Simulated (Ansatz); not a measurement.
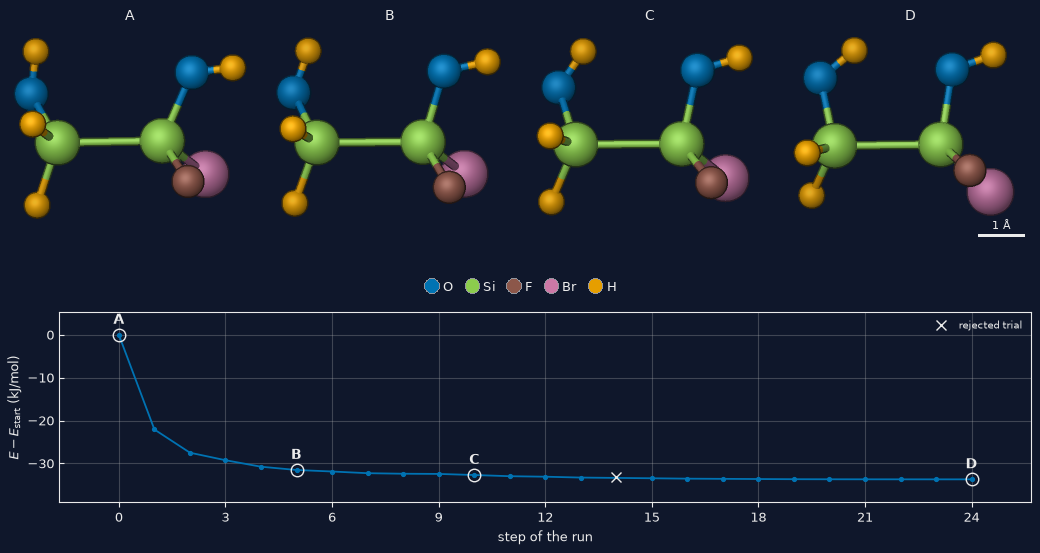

Frames of a relaxation of Si₂H₄O₂BrF, marked on the history of the run. The picture is a ball-and-stick view, seen face on.

The run prepares an end point of a later path (torsion) calculation, from a guessed geometry.

Theory: RKS PBE-D4/def2-SVP (Ansatz 0.2.0). Settings: no spin polarisation; force threshold 0.015 eV/Å; at most 40 steps.

**What happens along the run?**

The energy falls by 33.7 kJ/mol in 23 accepted moves (24 points after the start). The largest force component goes from 3 to 0.011 eV/Å. The line search rejected the trial step at point 14 of the run. The largest move after the best rigid fit is that of an H atom, 0.91 Å. Largest moves by element: H 0.91 Å, O 0.55 Å, Br 0.51 Å, F 0.34 Å, Si 0.12 Å. Among the contacts that change: O–Si 1.612 → 1.684 Å, H–O 0.922 → 0.975 Å, Si–Si 2.318 → 2.351 Å, H–Si 1.476 → 1.507 Å. Bond angles that change, for instance: Si–Si–O 114.6° → 99.3°, O–Si–Si 112.0° → 101.7°, Si–O–H 120.1° → 111.0°. Groups turn about O–Si by about 50°, Si–Si by about 35°. Cost: 77 s on 2 threads of Arm Neoverse V1 (shared host), peak memory 0.19 GiB. From step 0 to 5: an H atom moves most (0.30 Å), energy −31.5 kJ/mol. From step 5 to 10: an H atom moves most (0.37 Å), energy −1.17 kJ/mol. From step 10 to 24: O and Br atoms move most (0.39 Å), energy −1.01 kJ/mol.

```csv
step,"E − E(0), kJ/mol","largest force component, eV/Å",note
0,0.00,2.9763,
1,-22.07,1.0268,
2,-27.48,0.6291,
3,-29.23,0.4100,
4,-30.75,0.1887,
5,-31.52,0.3376,
6,-31.87,0.2184,
7,-32.26,0.0741,
8,-32.39,0.1663,
9,-32.43,0.3306,
10,-32.69,0.1507,
11,-32.97,0.0788,
12,-33.08,0.1900,
13,-33.28,0.1234,
14,-33.18,0.1426,rejected
15,-33.45,0.0364,
16,-33.54,0.0736,
17,-33.58,0.0923,
18,-33.63,0.0579,
19,-33.67,0.0255,
20,-33.68,0.0164,
21,-33.69,0.0264,
22,-33.69,0.0359,
23,-33.70,0.0238,
24,-33.70,0.0110,
```
